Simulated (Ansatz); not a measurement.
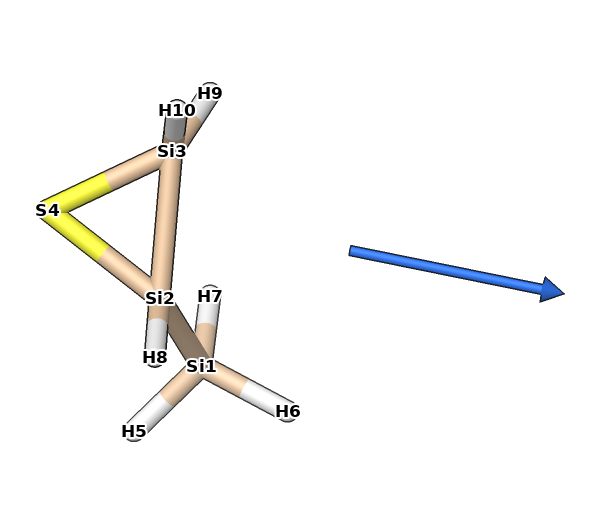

The arrow beside the molecule shows the direction of the dipole moment, from the negative to the positive end (its length means nothing). The geometry was computed by an optimisation with PBE0-D4/def2-TZVP. Level of theory: RKS B3LYP-D4/def2-TZVPP (Ansatz 0.2.0).

> How large is the dipole moment?

1.50 D; it points from the side of S4 to the side of H6 (the outermost atoms at the two ends).
